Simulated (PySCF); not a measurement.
## Electronic structure of C5H7PSi (SMILES C#CP=C=C(C)[SiH3]) in real space

```yaml
atoms:
  - { symbol: C, position_ang: [3.7447, -0.7198, -0.6553] }
  - { symbol: C, position_ang: [2.8756, -0.8933, 0.1588] }
  - { symbol: P, position_ang: [1.7191, -1.2199, 1.4538] }
  - { symbol: C, position_ang: [0.3806, -0.6200, 0.7037] }
  - { symbol: C, position_ang: [-0.7201, -0.1087, 0.2458] }
  - { symbol: C, position_ang: [-1.7067, -0.8821, -0.5852] }
  - { symbol: Si, position_ang: [-1.1341, 1.7218, 0.5556] }
  - { symbol: H, position_ang: [4.4751, -0.5499, -1.3917] }
  - { symbol: H, position_ang: [-1.3968, -1.9188, -0.7021] }
  - { symbol: H, position_ang: [-1.7980, -0.4280, -1.5713] }
  - { symbol: H, position_ang: [-2.6874, -0.8565, -0.1120] }
  - { symbol: H, position_ang: [-2.4408, 1.7701, 1.2187] }
  - { symbol: H, position_ang: [-1.2165, 2.3876, -0.7471] }
  - { symbol: H, position_ang: [-0.0955, 2.3169, 1.3912] }
```

Geometry: GFN2-xTB.

Computed with PBE0/pcSseg-1, SCF density, gas phase, non-relativistic in PySCF.

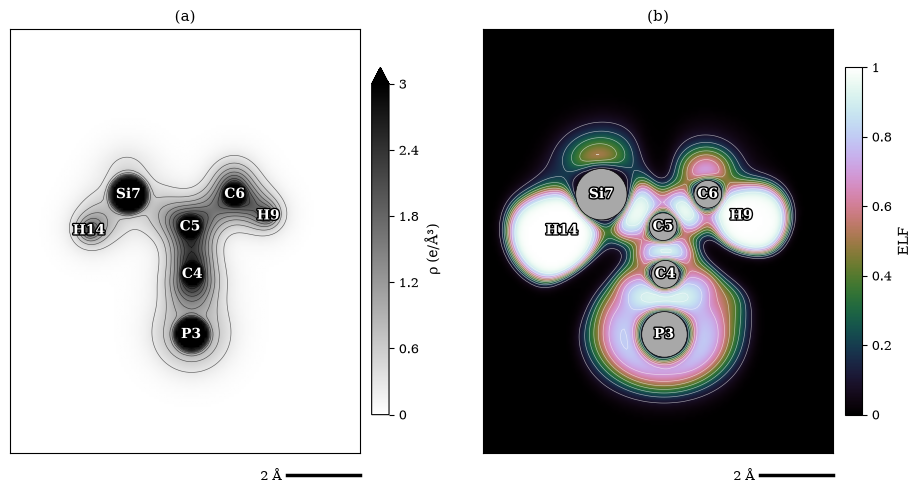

Figure 1. (a) electron density; (b) electron localisation function on the plane of atoms C4, C5 and C6. Grey discs cover the atomic cores in the ELF map.

Read the bonding off the picture.

Answer. Atoms in the plane: P, C, Si and H. C–P (1.65 Å): ρ is about 1.4 e/Å³ halfway; the ELF peaks at about 0.90 between the atoms, as expected for a covalent bond. C–Si (1.90 Å): the density is about 0.89 e/Å³ at the midpoint; the ELF peaks at about 0.95 between the atoms (a covalent bond). C–C (1.30 Å): ρ is about 2.4 e/Å³ halfway; the ELF peaks at about 0.90 between the atoms; a multiple bond. Si–H (1.46 Å): the density is about 0.82 e/Å³ at the midpoint; the ELF climbs to about 1 towards the hydrogen, as it does in any bond to H. The ELF also peaks beside P3, away from the bonds: lone-pair regions.

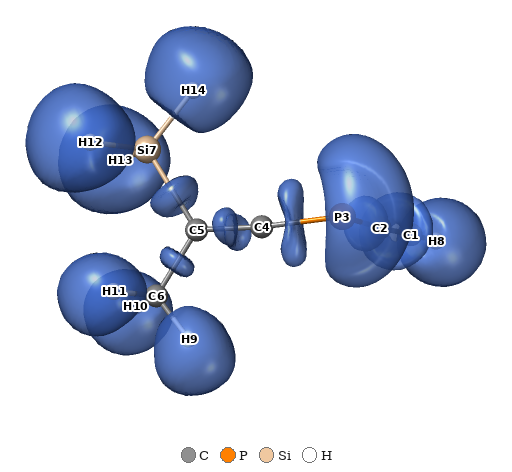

Figure 2. Isosurface of the ELF at 0.85 (blue), seen at a tilt. Core shells and regions of very low density are left out.

Identify the bonds, lone pairs and shells in this picture.

Answer. The ELF exceeds this value in three regions between bonded C–C atoms (shared pairs), two regions between bonded C–P atoms (shared pairs), one region between bonded C–Si atoms (shared pairs), seven regions around hydrogen nuclei and one lobe on P, pointing away from the bonds (lone pairs). Along the contacts the grid gives the following. C–C (1.20 Å): the ELF peaks at about 0.85 between the atoms: a short, multiple covalent bond.

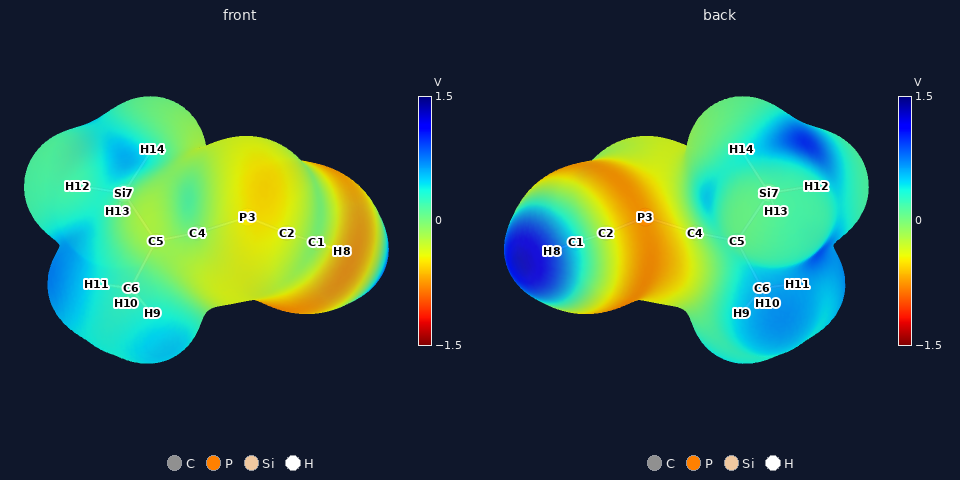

Figure 3. The molecular electrostatic potential painted on the density surface at 0.001 e/bohr³, seen from the front and from behind; the colour scale runs from red (negative) to blue (positive).

Describe the electrostatic potential map.

Answer. The most negative region (about −0.8 V) lies over C1 and C2, the most positive (about +1.2 V) over H8.
